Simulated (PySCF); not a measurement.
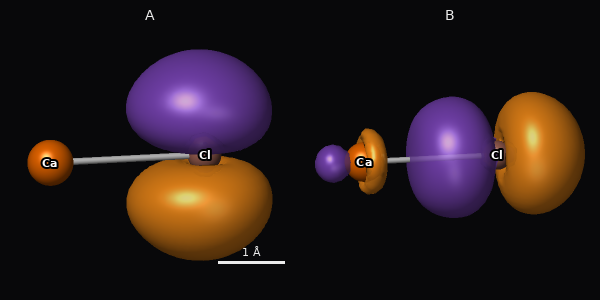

CaCl (doublet). Two frontier β-spin orbitals, each drawn at the value that holds 80 % of its norm (orange and purple are the two phases), in no order; of a degenerate pair one member is drawn.

Theory: PySCF 2.14.0, PBE0/x2c-TZVPall, spin-free X2C-1e, Gaussian nucleus, at a bond length of 2.435 Å.

Label each orbital by symmetry, say whether it is occupied, and order them by energy.

Orbital B: σ, occupied in this spin, −8.57 eV; mainly on Cl (90 %).
Orbital A: π, occupied in this spin, −8.03 eV; mainly on Cl (90 %).
